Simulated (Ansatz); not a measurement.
**C2F3 (trifluorovinyl radical): methods side by side**

C2F3: 5 atoms, total charge 0, spin state doublet. As SMILES, `F[C]=C(F)F`. The shape is that of a PBE0-D4/def2-TZVP optimisation.

Quantity: the electronic atomisation energy, in eV. The values are calculated. Electronic energies at fixed atoms, without zero-point motion or spin-orbit coupling.

```csv
level,kind,program,value (eV),less CCSD(T)/aug-cc-pVDZ
USVWN5/aug-cc-pVDZ,LDA,Ansatz,25.04,+7.01
UPBE/aug-cc-pVDZ,GGA,Ansatz,21.22,+3.19
U-r2SCAN/aug-cc-pVDZ,meta-GGA,Ansatz,20.05,+2.02
U-r2SCAN0/aug-cc-pVDZ,hybrid meta-GGA,Ansatz,19.07,+1.04
UBHLYP/aug-cc-pVDZ,global hybrid,Ansatz,17.90,-0.13
UCAM-B3LYP/aug-cc-pVDZ,range-separated hybrid,Ansatz,19.74,+1.71
UB2PLYP/aug-cc-pVDZ,double hybrid,Ansatz,19.12,+1.09
RPA@PBE0/aug-cc-pVDZ,RPA,Ansatz,17.20,-0.83
UCCSD(T)/aug-cc-pVDZ,coupled cluster or CI,Ansatz,18.03,0.00
```

Differences are taken from UCCSD(T)/aug-cc-pVDZ for orientation; it has basis-set and higher-order errors of its own. The values span 17.20 to 25.04 eV. Spin contamination of the reference (⟨S²⟩ at least 0.1 too high) touches UCCSD(T)/aug-cc-pVDZ.

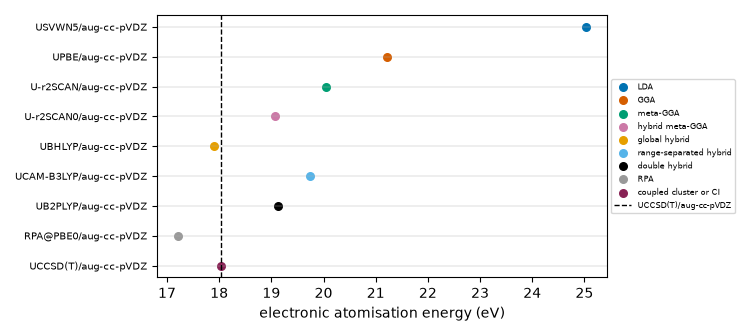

The values of the table, level by level.
